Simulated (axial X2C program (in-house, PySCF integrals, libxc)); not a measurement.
# Relativistic diatomic calculation, with input and output: ReSi

- system: ReSi, single determinant with Ω = 3/2.
- method: PBE0, two-component X2C with atomic mean-field Coulomb and Gaunt terms, Re dyall-v3z, Si dyall-v3z (cores contracted) (axial X2C program (in-house, PySCF integrals, libxc))

### The input
```
{"zs": [75, 14], "q": 0, "bas": ["dyall-v3z", "dyall-v3z"], "levels": ["PBE0", "HF", "B97-3", "PBE50"], "cc": false, "r0": 2.47, "npts": 10, "nst": 2, "ntry": 6, "opt": {"nrad": 20, "nth": 14}}
```

The line is the task of a batch: nuclear charges, charge, bases, the levels to run, a first guess of the distance and further settings. This report covers PBE0 with spin-orbit coupling. The log is that of the reference distance 2.237 Å, started from orbitals converged before.

The run was one of a batch that the task file lists, launched with:
```bash
python <driver script> task.json out
```

### Output
```
two-component X2C + atomic mean field  PBE0
basis functions 213  fitting functions 1191  grid points 480
iter        total energy     max residual
   1     -16982.729182779     1.69e-05
   2     -16982.729182780     4.93e-06
converged
one-electron -23782.64584905  Coulomb 6923.53803236  exact exchange -87.90431697  xc functional -269.37382472  nuclear repulsion 248.38447540  atomic mean-field constant -14.72769979
```

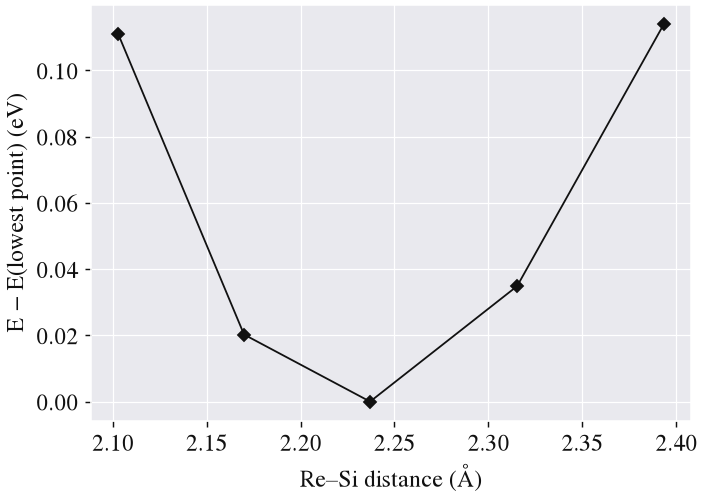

**Figure 1.** Energy at 5 bond lengths, for one set of occupations held fixed; the line joins the points. A polynomial of degree 3 through 5 points gives rₑ = 2.229 Å, ωₑ = 354.8 cm⁻¹ and Bₑ = 0.1395 cm⁻¹. The minimum lies 3.17 eV below Re + Si, each computed as one determinant at the same level.

### What the run reported

| quantity | value |
| --- | --- |
| outcome | converged |
| bond length rₑ | 2.229 Å |
| ωₑ | 354.8 cm⁻¹ |
| energy at the minimum | −16982.72922 hartree |
| depth below the fragments | 3.17 eV |
| hardware | 1 thread of Arm Neoverse N1, 54 GiB of memory available, shared host |
| wall time | 33 s |
| peak memory | 0.39 GiB |

### What is odd here

The input is odd on purpose: coarse grid (nrad = 20.0) (nth = 14.0). The program ran to the end. Its numbers are those of the input as typed; this run alone doesn't show how far the oddity moves them. To bear in mind: 5 of the 10 points asked for were kept.
